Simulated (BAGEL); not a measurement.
# A workflow on C4H4Si (SMILES C#C[SiH2]C#C)

We compute a single-point energy (HF/cc-pVDZ), then a single-point energy (NEVPT2(2,2)/cc-pVDZ), then the energy (CASPT2(2,2)/cc-pVDZ) of C4H4Si. 

Program for the calculation: BAGEL 1.2.2.

1 further run of the same task is left out (set aside as unsound or not needed).

## 1. The molecule

The species is C4H4Si (9 atoms), meant as a singlet with charge 0. As SMILES, `C#C[SiH2]C#C`. The Si3–C4 distance was set to 4.189 Å, away from the relaxed value. At this shape a bond of the SMILES string is far longer than usual.

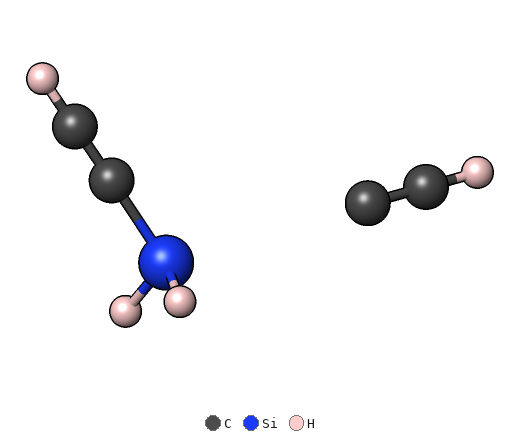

Viewed from a chosen angle; carbon dark grey, silicon blue, hydrogen pink.

## 2. A single-point energy at HF/cc-pVDZ (density fitting with svp-jkfit) (run 1)

The input, input.json:

```json
{ "bagel" : [

{
  "title" : "molecule",
  "basis" : "cc-pvdz.json",
  "df_basis" : "svp-jkfit",
  "geometry" : [
    { "atom" : "C", "xyz" : [  7.17381989, -3.01113118,  3.27791894 ] },
    { "atom" : "C", "xyz" : [  5.77334386, -3.48394066,  1.54466213 ] },
    { "atom" : "Si", "xyz" : [  3.68425163, -4.23151631, -1.08621458 ] },
    { "atom" : "C", "xyz" : [ -2.36763786,  0.86851813, -1.22529842 ] },
    { "atom" : "C", "xyz" : [ -4.12073679,  2.32190649, -1.28822630 ] },
    { "atom" : "H", "xyz" : [  8.40875591, -2.58858842,  4.81256552 ] },
    { "atom" : "H", "xyz" : [  5.11401841, -4.03800836, -3.48503292 ] },
    { "atom" : "H", "xyz" : [  2.69384616, -6.83083460, -0.77195312 ] },
    { "atom" : "H", "xyz" : [ -5.66880043,  3.60994382, -1.33905993 ] }
  ]
},
{
  "title" : "hf"
},
{
  "title" : "print",
  "file" : "orbitals.molden",
  "orbitals" : true
}

]}
```

The basis set cc-pVDZ is read from a file made from the Basis Set Exchange's data (not shown).

Command:

```console
$ BAGEL_NUM_THREADS=1 BAGEL input.json > input.out
```

The program printed:

```text
* using 1 threads per process

  ===============================================================
  ===============================================================

  *** Geometry ***

  { "atom" : "C", "xyz" : [      7.173820,     -3.011131,      3.277919 ] },
  { "atom" : "C", "xyz" : [      5.773344,     -3.483941,      1.544662 ] },
  { "atom" : "Si", "xyz" : [      3.684252,     -4.231516,     -1.086215 ] },
[... 5 lines of this table left out ...]
  { "atom" : "H", "xyz" : [     -5.668800,      3.609944,     -1.339060 ] },

  Number of auxiliary basis functions:      500

  Since a DF basis is specified, we compute 2- and 3-index integrals:
    o Being stored without compression. Storage requirement is 0.035 GB

  Number of basis functions:       94
  Number of electrons      :       42

    * METHOD: MOLECULE                             0.21

  *** RHF ***

  === Nuclear Repulsion ===
   132.6919427581

      * DIIS with orbital gradients will be used.

  === RHF iteration (cc-pvdz.json) ===
      0       -442.15923242          0.01384303           0.06
      1       -441.73049617          0.01821086           0.06
      2       -442.29478996          0.00814974           0.06
[... 24 lines of this table left out ...]
     27       -442.37190352          0.00000001           0.08
    * SCF iteration converged.

    * Permanent dipole moment:
           (   -3.833699,     2.677428,    -0.657796) a.u.

    * METHOD: HF                                   2.07

    * METHOD: PRINT                                0.01

  ===============================================================
```

Run time: 2.5 s. Hardware: 1 thread of Arm Neoverse V2, shared host; peak memory 0.15 GiB.

## 3. A single-point energy at NEVPT2(2,2)/cc-pVDZ (density fitting with svp-jkfit) (run 2)

The input, job.json:

```json
{ "bagel" : [

{
  "title" : "molecule",
  "basis" : "cc-pvdz.json",
  "df_basis" : "svp-jkfit",
  "angstrom" : "false",
  "geometry" : [
    { "atom" : "C", "xyz" : [  7.17381989, -3.01113118,  3.27791894 ] },
    { "atom" : "C", "xyz" : [  5.77334386, -3.48394066,  1.54466213 ] },
    { "atom" : "Si", "xyz" : [  3.68425163, -4.23151631, -1.08621458 ] },
    { "atom" : "C", "xyz" : [ -2.36763786,  0.86851813, -1.22529842 ] },
    { "atom" : "C", "xyz" : [ -4.12073679,  2.32190649, -1.28822630 ] },
    { "atom" : "H", "xyz" : [  8.40875591, -2.58858842,  4.81256552 ] },
    { "atom" : "H", "xyz" : [  5.11401841, -4.03800836, -3.48503292 ] },
    { "atom" : "H", "xyz" : [  2.69384616, -6.83083460, -0.77195312 ] },
    { "atom" : "H", "xyz" : [ -5.66880043,  3.60994382, -1.33905993 ] }
  ]
},
{
  "title" : "hf"
},
{
  "title" : "nevpt2",
  "nstate" : 1,
  "nact" : 2,
  "nclosed" : 20,
  "active" : [19, 22],
  "maxiter" : 200,
  "natocc" : "true",
  "ncore" : 9
},
{
  "title" : "print",
  "file" : "orbitals.molden",
  "orbitals" : "true"
}

]}
```

The basis set cc-pVDZ is read from a file made from the Basis Set Exchange's data (not shown).

Command:

```console
$ BAGEL_NUM_THREADS=1 BAGEL job.json > job.out
```

The program printed:

```text
* using 1 threads per process

  ===============================================================
  ===============================================================

  *** Geometry ***

  { "atom" : "C", "xyz" : [      7.173820,     -3.011131,      3.277919 ] },
  { "atom" : "C", "xyz" : [      5.773344,     -3.483941,      1.544662 ] },
  { "atom" : "Si", "xyz" : [      3.684252,     -4.231516,     -1.086215 ] },
[... 5 lines of this table left out ...]
  { "atom" : "H", "xyz" : [     -5.668800,      3.609944,     -1.339060 ] },

[... 23 lines left out ...]
    * SCF iteration converged.
[... 1 line left out ...]
    * Permanent dipole moment:
[... 28 lines left out ...]
    * Second-order optimization converged. *
[... 9 lines left out ...]
     * ci vector, state   0, <S^2> = 0.0000
       2.     0.7981713963
       .2    -0.6024304292

  === DF-NEVPT2 calculation ===

    * 3-index integral transformation done
    * assembly done

      NEVPT2 correlation energy:   -0.5614886932      0.21

          (+0)     -0.4926587355
          (+0)'    -0.0107697047
          (+1)     -0.0156268104
          (+1)'    -0.0000000000
          (+2)     -0.0000596551
          (-1)     -0.0420367707
          (-1)'     0.0000000000
          (-2)     -0.0003370169

      NEVPT2 total energy:       -443.0219602504

    * METHOD: NEVPT2                               5.94

    * METHOD: PRINT                                0.01

  ===============================================================
```

Wall time 8.4 s (1 thread of Arm Neoverse V2, shared host); peak memory 0.15 GiB.

## 4. A single-point energy at CASPT2(2,2)/cc-pVDZ (density fitting with svp-jkfit) (run 3)

The input, input.json:

```json
{ "bagel": [

{
  "title": "molecule",
  "basis": "cc-pvdz.json",
  "df_basis": "svp-jkfit",
  "angstrom": false,
  "geometry": [
    { "atom": "C", "xyz": [  7.17381989, -3.01113118,  3.27791894 ] },
    { "atom": "C", "xyz": [  5.77334386, -3.48394066,  1.54466213 ] },
    { "atom": "Si", "xyz": [  3.68425163, -4.23151631, -1.08621458 ] },
    { "atom": "C", "xyz": [ -2.36763786,  0.86851813, -1.22529842 ] },
    { "atom": "C", "xyz": [ -4.12073679,  2.32190649, -1.28822630 ] },
    { "atom": "H", "xyz": [  8.40875591, -2.58858842,  4.81256552 ] },
    { "atom": "H", "xyz": [  5.11401841, -4.03800836, -3.48503292 ] },
    { "atom": "H", "xyz": [  2.69384616, -6.83083460, -0.77195312 ] },
    { "atom": "H", "xyz": [ -5.66880043,  3.60994382, -1.33905993 ] }
  ]
},
{ "title": "hf" },
{ "title": "casscf", "nstate": 1, "nact": 2, "nclosed": 20, "nspin": 0, "active": [19, 22], "maxiter": 200, "natocc": true },
{ "title": "print", "file": "orbitals.molden", "orbitals": true },
{ "title": "smith", "method": "caspt2", "ms": true, "xms": true, "sssr": true, "shift": 0.2, "shift_imag": true, "ncore": 9 }

]}
```

The basis set cc-pVDZ is read from a file made from the Basis Set Exchange's data (not shown).

Command:

```console
$ BAGEL_NUM_THREADS=1 BAGEL input.json > input.out
```

The program printed:

```text
* using 1 threads per process

  ===============================================================
  ===============================================================

  *** Geometry ***

  { "atom" : "C", "xyz" : [      7.173820,     -3.011131,      3.277919 ] },
  { "atom" : "C", "xyz" : [      5.773344,     -3.483941,      1.544662 ] },
  { "atom" : "Si", "xyz" : [      3.684252,     -4.231516,     -1.086215 ] },
[... 5 lines of this table left out ...]
  { "atom" : "H", "xyz" : [     -5.668800,      3.609944,     -1.339060 ] },

[... 25 lines left out ...]
    * Permanent dipole moment:
[... 37 lines left out ...]
     * ci vector, state   0, <S^2> = 0.0000
[... 21 lines left out ...]
       #      aibj      arbs      arbi      airj      risj      airs      arst      rist         Etot      error   time
[... 7 lines left out ...]
      ------------------------------------------------------------------------------------------------------------------

    * CASPT2 energy : state  0     -443.0317227278
        w/o shift correction       -443.0261246719
        reference weight              0.7983374825

    * METHOD: SMITH                                0.63

  ===============================================================
```

Wall time 9 s (1 thread of Arm Neoverse V2, shared host); peak memory 0.21 GiB.

## 5. What came out

| quantity | value |
| --- | --- |
| run 1, HF/cc-pVDZ: total energy | -442.37190 Eh |
| run 1, HF/cc-pVDZ: dipole moment | 12.00 D |
| run 1, HF/cc-pVDZ: HOMO energy | -8.01 eV |
| run 1, HF/cc-pVDZ: LUMO energy | -2.70 eV |
| run 1, HF/cc-pVDZ: HOMO–LUMO gap | 5.30 eV |
| run 2, NEVPT2(2,2)/cc-pVDZ: total energy | -443.02196 Eh |
| run 3, CASPT2(2,2)/cc-pVDZ: total energy | -443.03172 Eh |

**Reading.** One bond (run 1, HF/cc-pVDZ) is far stretched, which a spin-restricted single reference describes badly; a broken-symmetry solution may lie lower.
